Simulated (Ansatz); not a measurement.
Starting cell, MoS2 (space group R3m):

```
MoS2
1.0
    3.12630     1.80497    11.98194
    0.00000     1.80497    11.98194
    1.56315    -0.90249    11.98194
Mo S
2 4
Direct
  0.50012   0.99976   0.99976
  0.00012   0.99976   0.99976
  0.79026   0.41948   0.41948
  0.29026   0.41948   0.41948
  0.87661   0.24678   0.24678
  0.37661   0.24678   0.24678
```

A phonon eigenvector at T = (0.5, 0.5, 0.5) is frozen into this cell: atom i moves by Q times the vector below, so Q is the largest atomic displacement, in Å. The cell is held. (q is in reciprocal vectors of the primitive cell; the cell shown is doubled to hold the pattern.)

| atom | x | y | z |
|---|---|---|---|
| Mo1 | 0.000 | 0.000 | 1.000 |
| Mo2 | 0.000 | 0.000 | -1.000 |
| S3 | 0.000 | 0.000 | 0.981 |
| S4 | 0.000 | 0.000 | -0.981 |
| S5 | 0.000 | 0.000 | 0.978 |
| S6 | 0.000 | 0.000 | -0.978 |

All values below come from LDA (plane waves to 420 eV, PAW, scalar-relativistic; Ansatz, a program for electronic structure). k mesh 12×12×12 (Γ-centred), Fermi-Dirac smearing 0.05 eV. Energies are smeared free energies. MoS2 is run without spin polarisation. MoS2 was relaxed with its symmetry unable to fall. This is one of several known forms of MoS2; the measured ambient cells at hand have space group No. 194. The zero of ΔE is the undisplaced structure.

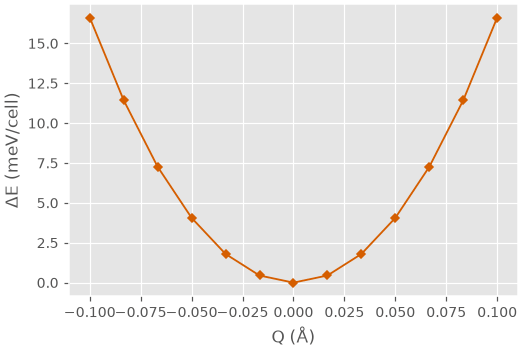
Fig. 1. ΔE (meV/cell) against Q (Å); computed points joined by lines.

**Question.** What is the energy change at Q = 0.100 Å?

**Answer.** About 17 meV/cell.

**Question.** What harmonic wavenumber does the curvature at Q = 0 give?

**Answer.** About 53 cm⁻¹.

(For displaced atoms, the force is minus the slope of the energy, and its curvature is a force constant, which sets phonon frequencies.)
